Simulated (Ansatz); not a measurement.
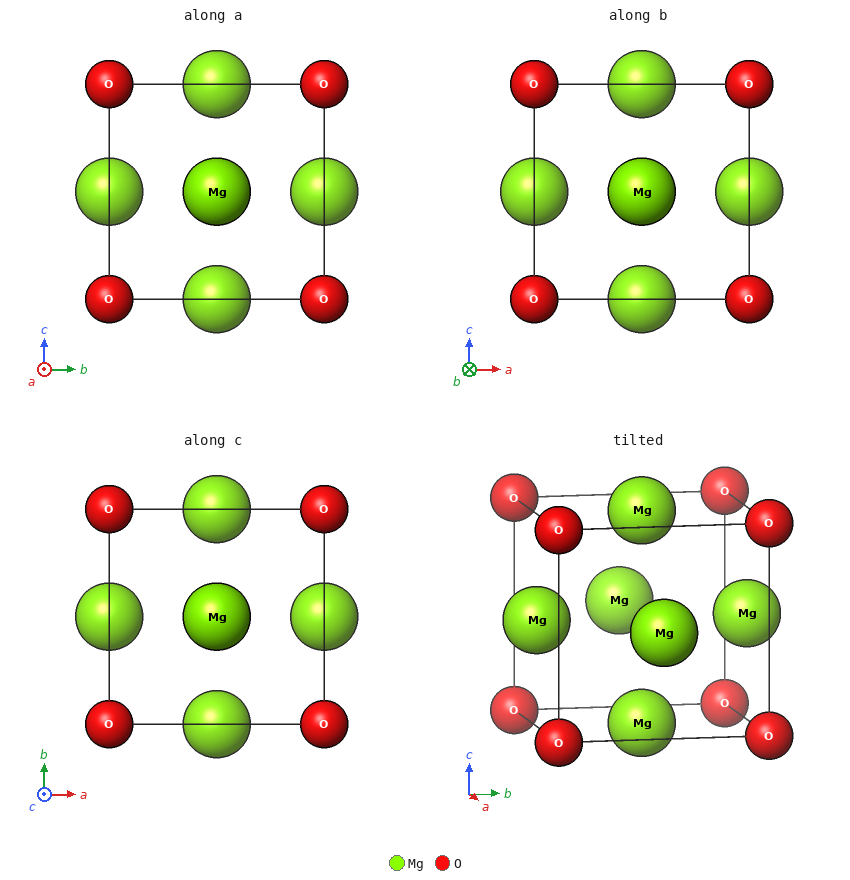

The image is a spheres-only drawing of a crystal, viewed along the a axis, along the b axis, along the c axis and slightly off an axis. Atoms at the boundary of the conventional unit cell (the box) are drawn once for each face, edge or corner they touch.

Lattice parameters: a = 4.121 Å, b = 4.121 Å, c = 4.121 Å, α = 90.00°, β = 90.00°, γ = 90.00°.

### Set out the cell and atoms as a table of Wyckoff sites.

Space group Pm-3m (No. 221).
```json
{"atom": "Mg", "site": "3c", "x": "0.0000", "y": "0.5000", "z": "0.5000"}
{"atom": "O", "site": "1a", "x": "0.0000", "y": "0.0000", "z": "0.0000"}
```

It goes back to a structure type filled with these elements by a generator (whether the compound takes this form wasn't checked). The geometry was optimised with DFT PBE, scalar-relativistic, plane waves, PAW in Ansatz 0.2.0.
